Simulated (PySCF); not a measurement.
# LaF3(H2O): other functionals and bases at one geometry

How far do other levels of theory move the description of LaF3(H2O), and what does each cost? The species was built from a template and needn't be a known compound.

Method: several levels, as the steps say, no spin–orbit coupling; program: PySCF 2.14.0.

1 further run of the same task is left out (for a known fault of the program).

### Step 1. The starting structure

7 atoms, charge 0, spin multiplicity 1.

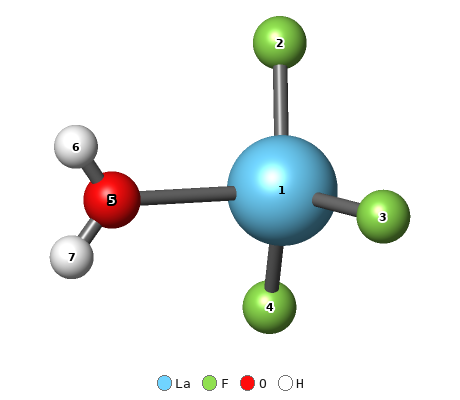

The structure; lanthanum blue, fluorine green, oxygen red, hydrogen white; atoms are numbered from 1 in the order of the file.

As a file:

```
La    0.09214   -0.10196    0.10196
F     1.18497    1.38817    1.21649
F    -1.34183   -1.23921    1.23921
F     1.18497   -1.21649   -1.38817
O    -1.40347    1.41147   -1.41147
H    -1.73075    2.29613   -1.20652
H    -1.73075    1.20652   -2.29613
```

Formal oxidation states: La +3. An earlier session relaxed this geometry at PBE0, La def2-SVP with ECP46, F def2-SVP, O def2-SVP, H def2-SVP (singlet, point group Cs).

At PBE0 on the finer grid: E = -407.154699 Eh, HOMO -8.98 eV, LUMO -1.29 eV, Mulliken charge on La1 +1.22 e, largest force component 0.010 eV/Å. 

Levels to run: TPSSh; wB97X; PBE0, TZVP. Hardware: 2 threads of Intel Xeon Platinum 8488C (Sapphire Rapids), shared host.

### Step 2. TPSSh

Contents of run.py (the lines that set the calculation):

```python
mol = gto.M(atom='''
La     0.09214    -0.10196     0.10196
F      1.18497     1.38817     1.21649
F     -1.34183    -1.23921     1.23921
F      1.18497    -1.21649    -1.38817
O     -1.40347     1.41147    -1.41147
H     -1.73075     2.29613    -1.20652
H     -1.73075     1.20652    -2.29613''',
    basis={'La': 'def2-SVP', 'F': 'def2-SVP', 'O': 'def2-SVP', 'H': 'def2-SVP'},
    ecp={'La': 'def2-SVP'},
    charge=0, spin=0)
mf = dft.RKS(mol, xc='TPSSH')
mf.grids.atom_grid = (75, 302)  # f atoms: unpruned, at least (60, 302)
mf = mf.density_fit()  # fitting sets: La def2-universal-JKFIT, F def2-universal-JKFIT, O def2-universal-JKFIT, H def2-universal-JKFIT
mf.conv_tol = 1e-08; mf.max_cycle = 55
mf.kernel(dm0)  # dm0: the density of the relaxed state
```

The run is started by

```console
$ OMP_NUM_THREADS=2 python run.py
```

### Step 3. wB97X

Changes to run.py (the lines that set the calculation) since step 2:

```diff
@@ -11,3 +11,3 @@
     charge=0, spin=0)
-mf = dft.RKS(mol, xc='TPSSH')
+mf = dft.RKS(mol, xc='WB97X')
 mf.grids.atom_grid = (75, 302)  # f atoms: unpruned, at least (60, 302)
```

### Step 4. PBE0, TZVP

Basis: La def2-TZVP with ECP46, F def2-TZVP, O def2-TZVP, H def2-TZVP. 

Contents of run.py (the lines that set the calculation):

```python
mol = gto.M(atom='''
La     0.09214    -0.10196     0.10196
F      1.18497     1.38817     1.21649
F     -1.34183    -1.23921     1.23921
F      1.18497    -1.21649    -1.38817
O     -1.40347     1.41147    -1.41147
H     -1.73075     2.29613    -1.20652
H     -1.73075     1.20652    -2.29613''',
    basis={'La': 'def2-TZVP', 'F': 'def2-TZVP', 'O': 'def2-TZVP', 'H': 'def2-TZVP'},
    ecp={'La': 'def2-TZVP'},
    charge=0, spin=0)
mf = dft.RKS(mol, xc='PBE0')
mf.grids.atom_grid = (75, 302)  # f atoms: unpruned, at least (60, 302)
mf = mf.density_fit()  # fitting sets: La def2-universal-JKFIT, F def2-universal-JKFIT, O def2-universal-JKFIT, H def2-universal-JKFIT
mf.conv_tol = 1e-08; mf.max_cycle = 55
mf.kernel(dm0)  # dm0: free metal ions and neutral atoms
```

Before running it: what results should come out? Wanted: for each run, HOMO; gap; charge on La1; dipole; largest force.

**Answer**, as computed:

| level | state | HOMO (eV) | gap (eV) | charge on La1 (e) | dipole (D) | largest force (eV/Å) | basis functions | time |
| --- | --- | --- | --- | --- | --- | --- | --- | --- |
| PBE0 (relaxed here) | singlet | -8.98 | 7.69 | 1.22 | 7.22 | 0.01 | 98 | 11 s |
| TPSSh | singlet | -7.92 | 6.37 | 1.17 | 7.14 | 0.26 | 98 | 6.8 s |
| wB97X | singlet | -11.38 | 11.97 | 1.24 | 7.30 | 0.08 | 98 | 5.3 s |
| PBE0, TZVP | singlet | -9.28 | 7.83 | 1.55 | 7.20 | 0.23 | 176 | 11 s |

Times are on 2 threads of Intel Xeon Platinum 8488C (Sapphire Rapids), shared host; the first row also made further properties.

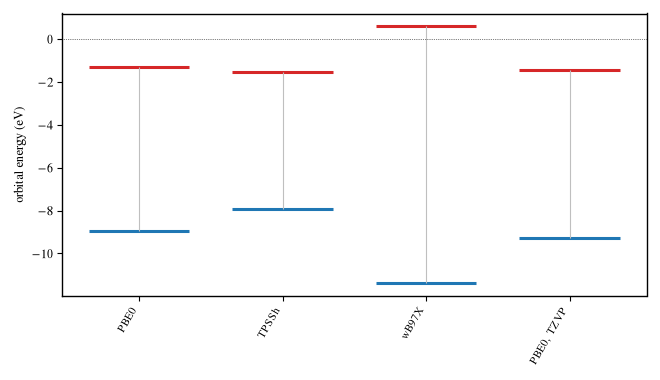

Highest filled and lowest empty level, method by method.

In one basis the HOMO–LUMO gap runs from 6.37 eV (TPSSh) to 11.97 eV (wB97X). The largest leftover force, 0.26 eV/Å with TPSSh, stands at a geometry relaxed at another level. The Mulliken charge on La spans +1.17 to +1.55 e over the levels. Total energies of different levels can't be compared. Spin–orbit coupling is left out throughout.
